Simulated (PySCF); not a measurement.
# BrGeH5, SMILES `Br.[GeH4]`: electronic structure

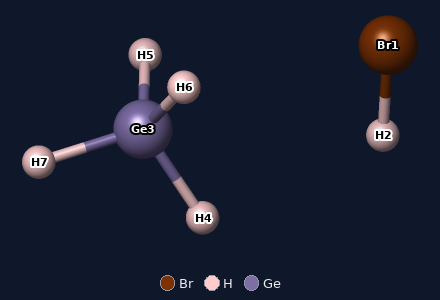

The molecule, with its atoms numbered as below. The pair's geometry is semi-empirical, so its contact may be too short or too long.

Geometry (Å), atoms numbered from 1:

```
Br1      1.7666    0.0340   -0.0005
H2       1.4260   -1.3213    0.0197
Ge3     -1.7562    0.0056   -0.0002
H4      -1.3166   -1.3241    0.5105
H5      -1.2464    0.1852   -1.3806
H6      -1.2550    1.0703    0.8958
H7      -3.2400    0.0221   -0.0202
```

## 1. Bonding charge

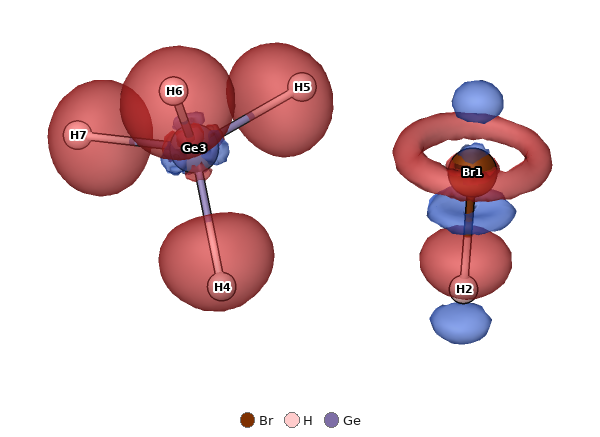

Deformation density (molecule less spherical, spin-averaged free atoms at the same positions), surfaces at ±0.1 e/Å³; red: gain, blue: loss.

PySCF calculation, HF/def2-TZVP, gas phase; geometry: GFN2-xTB.

**Describe the bonding that the map shows.**

Br1–H2: +0.36 e/Å³ at the bond critical point (bond length 1.40 Å, Mayer order 1.0). Ge3–H6: +0.28 e/Å³ at the bond critical point (bond length 1.48 Å, Mayer order 1.0). Ge3–H5: +0.28 e/Å³ at the bond critical point (bond length 1.48 Å, Mayer order 1.0). Ge3–H7: +0.28 e/Å³ at the bond critical point (bond length 1.48 Å, Mayer order 1.0). Ge3–H4: +0.27 e/Å³ at the bond critical point (bond length 1.49 Å, Mayer order 1.0). In all, 1.4 electrons gather in the regions of gain relative to the promolecule.

**Where do the Hirshfeld charges lie?**

The highest Hirshfeld charge is on Ge3 (+0.28 e), the lowest on H4 (−0.09 e).

| atom | charge (e) |
| --- | --- |
| Br1 | −0.05 |
| H2 | +0.11 |
| Ge3 | +0.28 |
| H4 | −0.09 |
| H5 | −0.08 |
| H6 | −0.08 |
| H7 | −0.08 |

## 2. Local ionisation energy

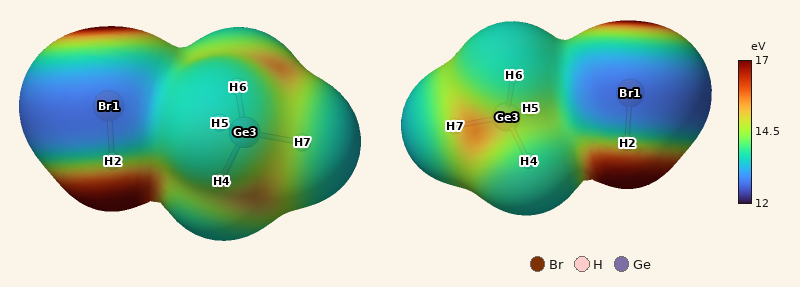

Average local ionisation energy on the surface of electron density 0.001 a.u. (back view left, front view right).

**Locate the minima of the map.**

The lowest value is 12.7 eV, 2.3 Å from Br1. Further minima include 13.4 eV, 1.5 Å from H7; 13.5 eV, 1.5 Å from H4. For comparison, the highest occupied orbital lies at −11.7 eV.

## 3. Binding density

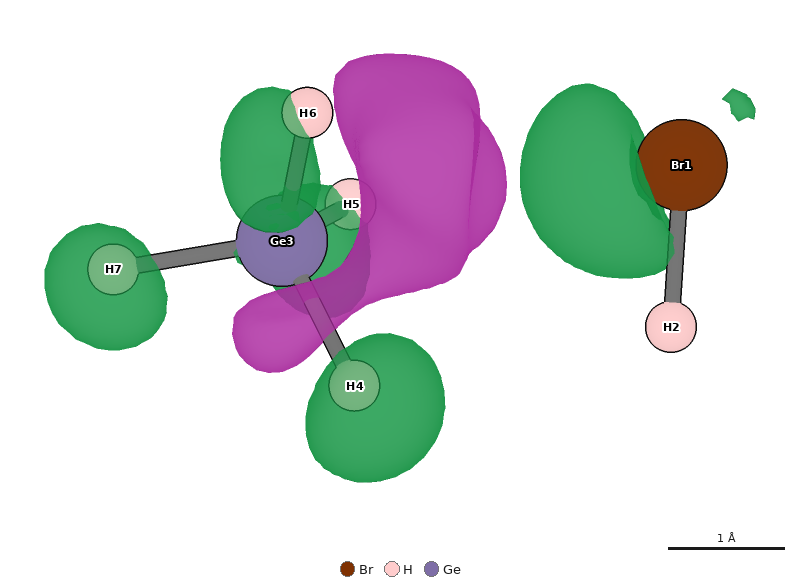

Density of the complex less the densities of the two fragments at the same geometry, ±0.002 e/Å³ (green: gain, purple: loss). Fragment A: HBr (atoms 1–2); fragment B: GeH4.

**Which way does charge flow?**

Hirshfeld charges show almost no net transfer (under 0.005 e). By Hirshfeld charges, electrons gather most on H4 (−0.007 e) and leave Ge3 most (+0.006 e); 0.04 e is displaced in all, which induces a dipole of 0.22 D.

**What is the interaction energy, and which contacts carry it?**

The counterpoise-corrected interaction energy of the frozen fragments is +3.0 kcal/mol without dispersion correction and −0.8 kcal/mol with D3(BJ). The pair geometry is semi-empirical, not a minimum at this level. Contacts: Br1···Ge3, 3.52 Å, ρ = 0.008 a.u., a bond path close to vanishing (ellipticity 1.9). The pose is a local one from a semi-empirical search, not shown to be the most stable.
